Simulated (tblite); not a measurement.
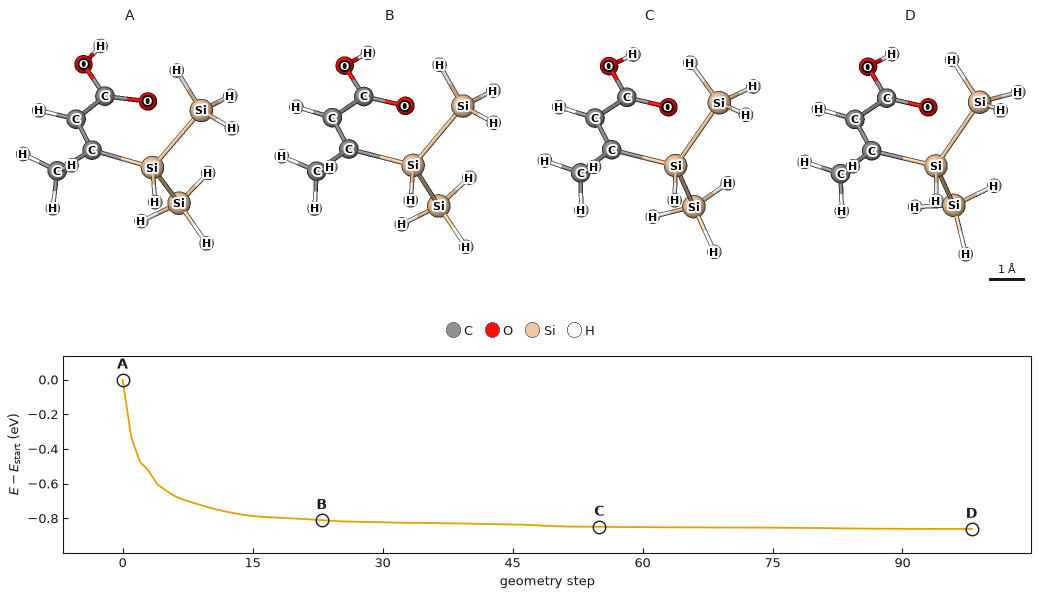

Frames of a relaxation of C4H12O2Si3, marked on the history of the run. The picture is a ball-and-stick view, seen from a free direction.

All numbers below come from GFN2-xTB geometry optimisation, gas phase in tblite. 

### What happens along the run?

Over 98 geometry steps the energy falls by 0.861 eV. The largest move after the best rigid fit is that of an H atom, 0.79 Å. Largest moves by element: H 0.79 Å, Si 0.27 Å, O 0.25 Å, C 0.15 Å. Near-neighbour distances that change, for instance: O–Si 2.809 → 2.490 Å, Si–Si 2.205 → 2.321 Å, C–Si 1.808 → 1.898 Å, Si–Si 2.232 → 2.321 Å. Among the angles between lasting bonds that change: C–O–H 124.0° → 109.9°, Si–Si–Si 109.4° → 120.8°, C–Si–H 105.4° → 98.9°. Groups turn about Si–Si by about 25°. The run took 2 s on 1 thread of Arm Neoverse N1 (shared host). From step 0 to 23: an H atom moves most (0.33 Å), energy −0.810 eV. From step 23 to 55: an H atom moves most (0.39 Å), energy −0.038 eV. From step 55 to 98: an H atom moves most (0.33 Å), energy −0.012 eV.

```tsv
step	E − E(0), eV
0	0.0000
1	-0.3335
2	-0.4746
3	-0.5251
4	-0.6038
5	-0.6388
6	-0.6717
7	-0.6917
8	-0.7080
9	-0.7235
10	-0.7382
15	-0.7866
19	-0.7990
24	-0.8137
29	-0.8217
33	-0.8258
38	-0.8287
42	-0.8328
47	-0.8384
52	-0.8475
56	-0.8493
61	-0.8512
66	-0.8523
70	-0.8530
75	-0.8538
79	-0.8552
84	-0.8584
89	-0.8600
93	-0.8607
98	-0.8611
```
